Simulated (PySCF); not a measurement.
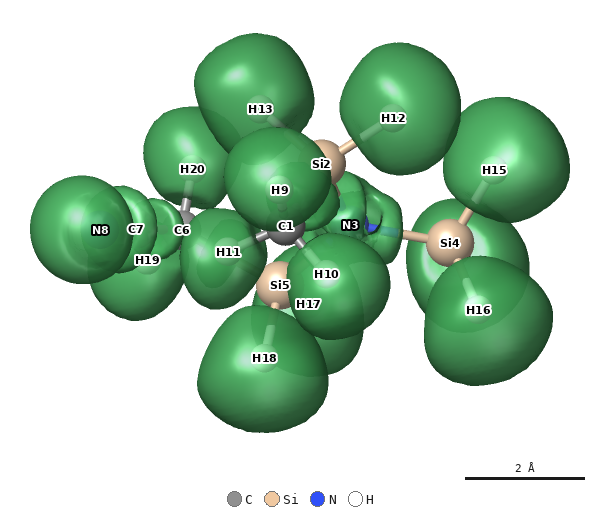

*C3H12N2Si3 (SMILES C[SiH2]N([SiH3])[SiH2]CC#N). Isosurface of the electron localisation function at 0.8 (green), seen from one side. Only the valence region is drawn (cores and ρ < 0.01 e/Å³ removed).*

Geometry: GFN2-xTB.

Method: PBE0/pcSseg-1, SCF density, gas phase, non-relativistic (PySCF).

The calculation's input:

```
{"job": {"kind": "nmr", "xc": "PBE0", "basis": "pcSseg-1"}, "charge": 0, "multiplicity": 1}
C      1.710038     1.652875    -0.124512
Si     1.090976     0.117980    -1.040521
N      0.238426    -0.967036     0.061158
Si     1.026428    -2.410941     0.655338
Si    -1.199165    -0.439145     0.869735
C     -2.344409     0.525970    -0.327674
C     -1.913238     1.871097    -0.488964
N     -1.550643     2.953587    -0.586608
H      2.393065     2.222613    -0.746449
H      2.233358     1.390716     0.791294
H      0.884291     2.308532     0.135985
H      2.205163    -0.656801    -1.592508
H      0.154431     0.457678    -2.116956
H     -0.021177    -3.366081     1.011016
H      1.858767    -2.929411    -0.425072
H      1.831305    -2.091367     1.838174
H     -1.966980    -1.619988     1.276711
H     -0.908762     0.416133     2.027199
H     -3.354902     0.535792     0.081277
H     -2.372120     0.038476    -1.301661
```

Run with:

```sh
OMP_NUM_THREADS=1 python probes_run.py task.json out
```

> What do the ELF domains correspond to?

The surface consists of one region between bonded C–C atoms (shared pairs), one region between bonded C–N atoms (shared pairs), two regions between bonded C–Si atoms (shared pairs), twelve regions around hydrogen nuclei, one region on N in which the atom's valence shell and bonds are merged and one lobe on N, pointing away from the bonds (lone pairs).

Values along the shortest contacts:
C–N (1.15 Å): the ELF peaks at about 0.85 between the atoms (a short, multiple covalent bond). C–C (1.42 Å): the ELF peaks at about 0.95 between the atoms; localised, covalent bonding.
